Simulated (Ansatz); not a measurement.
# Nudged elastic band of SiH5OF

SiH5OF, computed with RKS PBE-D4/6-31G* (Ansatz 0.2.0).

It belongs to a series of runs on one base structure; here: band between the two ends.

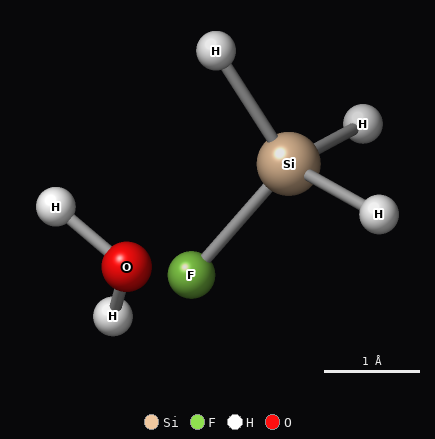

*The starting structure (ball-and-stick view, seen at a tilt).*

**Input**
```yaml
crystal:
  periodic: [false, false, false]
  atoms:
    - { symbol: Si, position_ang: [0.278681, 0.040301, -0.112956] }
    - { symbol: F, position_ang: [0.155745, -0.112517, 1.519276] }
    - { symbol: H, position_ang: [1.754161, 0.011421, -0.398259] }
    - { symbol: H, position_ang: [-0.270995, 1.346024, -0.581534] }
    - { symbol: H, position_ang: [-0.341828, -1.133705, -0.803367] }
    - { symbol: O, position_ang: [-2.46055, 0.053793, 0.843527] }
    - { symbol: H, position_ang: [-2.702355, -0.889617, 0.754687] }
    - { symbol: H, position_ang: [-1.863858, 0.054599, 1.621927] }
basis:
  gaussian: { orbitals: "6-31G*" }
hamiltonian:
  xc: pbe
  dispersion: d4
neb:
  order_check: false
  images: 5
  f_tol: 0.05
  max_iterations: 60
  final_atoms:
    - { symbol: Si, position_ang: [-0.3159492, -0.10084548, -0.46668192] }
    - { symbol: F, position_ang: [-0.47151426, 0.76427354, 2.52803974] }
    - { symbol: H, position_ang: [0.90477367, -0.75436593, 0.10372182] }
    - { symbol: H, position_ang: [-0.14127383, 1.37345983, -0.57714187] }
    - { symbol: H, position_ang: [-0.58129947, -0.69833474, -1.81993133] }
    - { symbol: O, position_ang: [-1.6971722, -0.32416586, 0.51345341] }
    - { symbol: H, position_ang: [-1.99473405, -1.25184996, 0.57976455] }
    - { symbol: H, position_ang: [-1.15382965, 0.36212761, 1.9820766] }
  initial_path:
    images:
      - { positions_ang: [[0.278681, 0.040301, -0.112956], [0.155745, -0.112517, 1.519276], [1.754161, 0.011421, -0.398259], [-0.270995, 1.346024, -0.581534], [-0.341828, -1.133705, -0.803367], [-2.46055, 0.053793, 0.843527], [-2.702355, -0.889617, 0.754687], [-1.863858, 0.054599, 1.621927]] }
      - { positions_ang: [[0.18690447, 0.02802978, -0.07286889], [0.09810358, -0.07446663, 1.66191593], [1.63117563, 0.01105213, -0.42026962], [-0.4088883, 1.29473616, -0.54937874], [-0.45243194, -1.15267433, -0.69798726], [-2.26774336, 0.03393119, 0.76624363], [-2.60764717, -0.80556424, 0.51448046], [-1.63047191, 0.03525494, 1.64116548]] }
      - { positions_ang: [[0.09512793, 0.01575856, -0.03278178], [0.04046216, -0.03641627, 1.80455587], [1.50819027, 0.01068326, -0.44228025], [-0.54678159, 1.24344832, -0.51722347], [-0.56303588, -1.17164366, -0.59260751], [-2.07493672, 0.01406938, 0.68896025], [-2.51293935, -0.72151148, 0.27427392], [-1.39708582, 0.01591089, 1.66040396]] }
      - { positions_ang: [[0.0033514, 0.00348734, 0.00730533], [-0.01717927, 0.0016341, 1.9471958], [1.3852049, 0.01031439, -0.46429087], [-0.68467489, 1.19216048, -0.48506821], [-0.67363981, -1.19061299, -0.48722777], [-1.88213008, -0.00579243, 0.61167688], [-2.41823152, -0.63745873, 0.03406739], [-1.16369973, -0.00343317, 1.67964244]] }
      - { positions_ang: [[-0.10308213, -0.03129026, -0.15069042], [-0.16862427, 0.25584724, 2.14081045], [1.22506116, -0.24457905, -0.27495331], [-0.5035412, 1.2525936, -0.51575943], [-0.6428597, -1.02652024, -0.93146229], [-1.82047745, -0.11191691, 0.57893572], [-2.2770657, -0.84225581, 0.21596644], [-1.1604097, 0.11842042, 1.78045383]] }
      - { positions_ang: [[-0.20951567, -0.06606787, -0.30868617], [-0.32006926, 0.51006039, 2.33442509], [1.06491742, -0.49947249, -0.08561574], [-0.32240752, 1.31302671, -0.54645065], [-0.61207958, -0.86242749, -1.37569681], [-1.75882483, -0.21804138, 0.54619456], [-2.13589988, -1.04705288, 0.3978655], [-1.15711968, 0.24027401, 1.88126522]] }
      - { positions_ang: [[-0.3159492, -0.10084548, -0.46668192], [-0.47151426, 0.76427354, 2.52803974], [0.90477367, -0.75436593, 0.10372182], [-0.14127383, 1.37345983, -0.57714187], [-0.58129947, -0.69833474, -1.81993133], [-1.6971722, -0.32416586, 0.51345341], [-1.99473405, -1.25184996, 0.57976455], [-1.15382965, 0.36212761, 1.9820766]] }
```

Run as:
```bash
ansatz run input.yaml --threads 1 --pin off --max-ram 2048MiB --backend cpu --events-out ev --progress --plain --runs-dir out
```

**What the program printed**
```
Engine: ansatz 0.2.0, aarch64-unknown-linux-gnu
Functional definition: PBE
  parameter kappa = 0.804
  parameter beta = 0.06672455060314922
  exchange = pbe_x(kappa = kappa, mu = beta*pi^2/3)
  correlation = pbe_c(beta = beta)
701 factors; their error is unknown
mean field evaluation 1: about -12708.8306 eV, gradient 5.6e1 eV
mean field evaluation 2: about -12688.6059 eV, gradient 1.2e2 eV
mean field evaluation 4: about -12713.9803 eV, gradient 7.6e0 eV
mean field evaluation 8: about -12714.0164 eV, gradient 9.0e-2 eV
mean field -12714.01637670 eV, -467.2314839740 hartree, gradient 7.7e-5 eV, S^2 0.000000; 0 other end points of the search recorded, 0 dependent functions left out
the calculation of the forces begins
reference -12714.01640762 eV, -467.2314851102 hartree; 18, 18 occupied and 41, 41 virtual orbitals, 701 factors
701 factors; their error is unknown
mean field evaluation 16: about -12691.0658 eV, gradient 1.1e2 eV
mean field -12713.55267597 eV, -467.2144432864 hartree, gradient 5.1e-5 eV, S^2 0.000000; 0 other end points of the search recorded, 0 dependent functions left out
[... from here on the field's lines of each further geometry are left out, up to the last ...]
NEB iter   1: max|band force component| = 4.220e0 eV/Å  barrier→ = 2.8197 eV  barrier← = 2.3579 eV  Δτ_max = 0.1975 Å  (163 SCF iters)
NEB iter   2: max|band force component| = 1.884e0 eV/Å  barrier→ = 1.6748 eV  barrier← = 1.2130 eV  Δτ_max = 0.1925 Å  (140 SCF iters)
NEB iter   3: max|band force component| = 1.626e0 eV/Å  barrier→ = 1.2609 eV  barrier← = 0.7991 eV  Δτ_max = 0.1954 Å  (132 SCF iters)
NEB iter   4: max|band force component| = 8.045e-1 eV/Å  barrier→ = 1.1355 eV  barrier← = 0.6737 eV  Δτ_max = 0.1930 Å  (129 SCF iters)
NEB iter   5: max|band force component| = 4.068e-1 eV/Å  barrier→ = 1.0667 eV  barrier← = 0.6049 eV  CI = image 3  Δτ_max = 0.1938 Å  (127 SCF iters)
NEB iter   6: max|band force component| = 2.170e-1 eV/Å  barrier→ = 1.0670 eV  barrier← = 0.6052 eV  CI = image 3  Δτ_max = 0.0984 Å  (125 SCF iters)
NEB iter   7: max|band force component| = 1.265e-1 eV/Å  barrier→ = 1.0421 eV  barrier← = 0.5803 eV  CI = image 3  Δτ_max = 0.1090 Å  (125 SCF iters)
NEB iter   8: max|band force component| = 1.475e-1 eV/Å  barrier→ = 1.0279 eV  barrier← = 0.5661 eV  CI = image 3  Δτ_max = 0.0554 Å  (126 SCF iters)
NEB iter   9: max|band force component| = 1.895e-1 eV/Å  barrier→ = 1.0230 eV  barrier← = 0.5612 eV  CI = image 3  Δτ_max = 0.0277 Å  (126 SCF iters)
NEB iter  10: max|band force component| = 7.182e-2 eV/Å  barrier→ = 1.0213 eV  barrier← = 0.5595 eV  CI = image 3  Δτ_max = 0.0553 Å  (127 SCF iters)
the calculation of the forces begins
reference -12713.50536746 eV, -467.2127047307 hartree; 18, 18 occupied and 41, 41 virtual orbitals, 701 factors
701 factors; their error is unknown
mean field -12712.98901966 eV, -467.1937292990 hartree, gradient 1.1e-5 eV, S^2 0.000000; 1 other end points of the search recorded, 0 dependent functions left out
the calculation of the forces begins
reference -12712.98904944 eV, -467.1937303934 hartree; 18, 18 occupied and 41, 41 virtual orbitals, 701 factors
NEB iter  11: max|band force component| = 3.828e-2 eV/Å  barrier→ = 1.0200 eV  barrier← = 0.5582 eV  CI = image 3  Δτ_max = 0.0000 Å  (249 SCF iters)
```

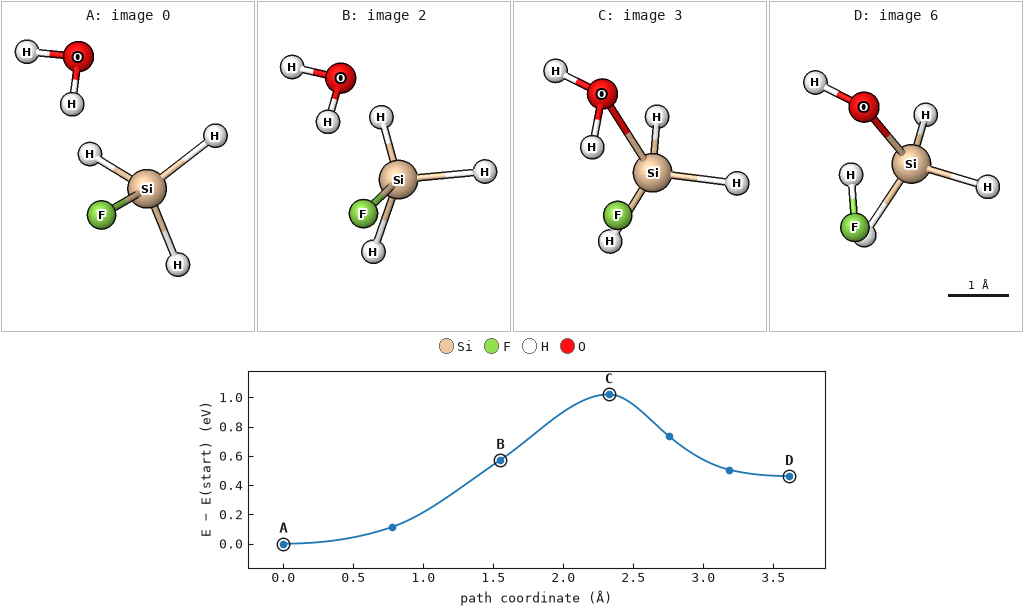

*Images of the last band (counted from 0; ball-and-stick, seen at a tilt) above the energy along the path; the line is a cubic interpolation that uses the forces.*

The highest image is number 3, 1.020 eV above the start and 0.558 eV above the end (the climbing image); the end lies 0.462 eV above the start. The path is 3.61 Å long. The band converged in 11 iterations.

```
Total energy: -12713.09062255 eV, -467.1974631363 hartree
Atom 0 at    -0.238709     0.066456    -0.144460 Å, force    -0.009412     0.003707    -0.001906 eV/Å
Atom 1 at    -0.153357     0.636366     1.734460 Å, force     0.000743     0.001519    -0.009482 eV/Å
Atom 2 at     1.045900    -0.665492     0.114288 Å, force    -0.007431    -0.001511    -0.000452 eV/Å
Atom 3 at    -0.160250     1.482801    -0.606119 Å, force     0.011113     0.007194     0.002757 eV/Å
Atom 4 at    -0.731064    -0.672928    -1.380276 Å, force     0.003479    -0.011242    -0.003648 eV/Å
Atom 5 at    -1.858984    -0.306508     0.739090 Å, force    -0.001720    -0.008354     0.036159 eV/Å
Atom 6 at    -2.104814    -1.254437     0.745625 Å, force     0.004997    -0.004677    -0.028177 eV/Å
Atom 7 at    -1.249720     0.084042     1.640692 Å, force    -0.001768     0.013364     0.004749 eV/Å
Dipole moment:    -0.313456    -0.421156     0.083622 e Å
this run last wrote the band of iteration 11 to [file]
```

**The last band as extended XYZ (Å, eV, eV/Å)**
```
8
Properties=species:S:1:pos:R:3:forces:R:3 image=0 energy=-12714.11063
Si    0.2787    0.0403   -0.1130    0.0059  -0.0058   0.0068
F     0.1557   -0.1125    1.5193    0.0037   0.0031  -0.0068
H     1.7542    0.0114   -0.3983   -0.0038  -0.0002   0.0021
H    -0.2710    1.3460   -0.5815   -0.0022  -0.0004   0.0008
H    -0.3418   -1.1337   -0.8034    0.0014   0.0030  -0.0027
O    -2.4606    0.0538    0.8435    0.0140   0.0003   0.0241
H    -2.7024   -0.8896    0.7547   -0.0005   0.0019   0.0036
H    -1.8639    0.0546    1.6219   -0.0186  -0.0019  -0.0277
8
Properties=species:S:1:pos:R:3:forces:R:3 image=1 energy=-12713.99694
Si    0.1903    0.1196   -0.1148    0.1104   0.0285   0.0052
F     0.0465    0.1597    1.5286    0.0603  -0.1413  -0.0370
H     1.6212   -0.2878   -0.2849    0.1183   0.1107  -0.1193
H    -0.0632    1.4848   -0.6648   -0.0101   0.0008  -0.0005
H    -0.6126   -0.8990   -0.8611    0.0633  -0.0875   0.1154
O    -2.4147   -0.1271    0.8573   -0.1556   0.0317   0.0494
H    -2.3844   -1.0992    0.7478   -0.0853   0.0404   0.0084
H    -1.8342    0.0192    1.6351   -0.1011   0.0167  -0.0215
8
Properties=species:S:1:pos:R:3:forces:R:3 image=2 energy=-12713.53863
Si   -0.0190    0.1318   -0.0856    0.2023   0.0893   0.0279
F    -0.0141    0.4635    1.5827    0.1420  -0.1597  -0.1177
H     1.3310   -0.5219   -0.0670    0.2354   0.1302  -0.1804
H    -0.0851    1.5005   -0.6805    0.0432   0.0144  -0.0567
H    -0.7037   -0.7600   -1.1068   -0.0007  -0.0691   0.2445
O    -2.1112   -0.2274    0.7928   -0.2343   0.0527   0.0622
H    -2.2124   -1.2015    0.7695   -0.0761   0.0357   0.0372
H    -1.6365   -0.0147    1.6381   -0.3118  -0.0935  -0.0170
8
Properties=species:S:1:pos:R:3:forces:R:3 image=3 energy=-12713.09059
Si   -0.2387    0.0665   -0.1445   -0.0094   0.0037  -0.0019
F    -0.1534    0.6364    1.7345    0.0007   0.0015  -0.0095
H     1.0459   -0.6655    0.1143   -0.0074  -0.0015  -0.0005
H    -0.1603    1.4828   -0.6061    0.0111   0.0072   0.0028
H    -0.7311   -0.6729   -1.3803    0.0035  -0.0112  -0.0036
O    -1.8590   -0.3065    0.7391   -0.0017  -0.0084   0.0362
H    -2.1048   -1.2544    0.7456    0.0050  -0.0047  -0.0282
H    -1.2497    0.0840    1.6407   -0.0018   0.0134   0.0047
8
Properties=species:S:1:pos:R:3:forces:R:3 image=4 energy=-12713.37649
Si   -0.3104   -0.0081   -0.2449   -0.1607  -0.1523  -0.2441
F    -0.2218    0.6623    1.9525   -0.0955   0.0897   0.3714
H     0.9658   -0.6825    0.1702   -0.1565   0.0068   0.0568
H    -0.1627    1.4476   -0.5438   -0.0757  -0.0853   0.0625
H    -0.6820   -0.6825   -1.5309    0.0432  -0.0634  -0.2542
O    -1.8089   -0.3212    0.6386    0.0963  -0.0430  -0.1016
H    -2.1201   -1.2466    0.6192    0.0249  -0.0152  -0.1801
H    -1.1107    0.2013    1.7823    0.3240   0.2628   0.2893
8
Properties=species:S:1:pos:R:3:forces:R:3 image=5 energy=-12713.60487
Si   -0.3340   -0.0609   -0.3664   -0.0190  -0.0539  -0.0922
F    -0.2888    0.7216    2.2460   -0.0157   0.0481   0.1660
H     0.9035   -0.7019    0.1811   -0.0448  -0.0089  -0.0125
H    -0.1848    1.4129   -0.5224   -0.0259  -0.0340  -0.0031
H    -0.6109   -0.6863   -1.7026    0.0173  -0.0120  -0.0908
O    -1.7516   -0.3379    0.5677    0.0248   0.0071  -0.0181
H    -2.1002   -1.2484    0.5192    0.0258  -0.0032  -0.0422
H    -1.0842    0.2713    1.9207    0.0376   0.0569   0.0928
8
Properties=species:S:1:pos:R:3:forces:R:3 image=6 energy=-12713.64882
Si   -0.3159   -0.1008   -0.4667    0.0118  -0.0085  -0.0125
F    -0.4715    0.7643    2.5280    0.0021   0.0027   0.0086
H     0.9048   -0.7544    0.1037   -0.0004  -0.0015   0.0008
H    -0.1413    1.3735   -0.5771   -0.0015   0.0013   0.0038
H    -0.5813   -0.6983   -1.8199   -0.0021   0.0040  -0.0010
O    -1.6972   -0.3242    0.5135   -0.0044   0.0147   0.0263
H    -1.9947   -1.2518    0.5798    0.0023  -0.0101  -0.0026
H    -1.1538    0.3621    1.9821   -0.0077  -0.0026  -0.0234
```

**Summary**

| quantity | value |
| --- | --- |
| outcome | converged |
| barrier, forward | 1.020 eV |
| barrier, backward | 0.558 eV |
| hardware | 1 thread of Arm Neoverse V1, 24 GiB of memory available, shared host |
| wall time | 91 s |
| peak memory | 0.1 GiB |

The order of the saddle point was not checked.
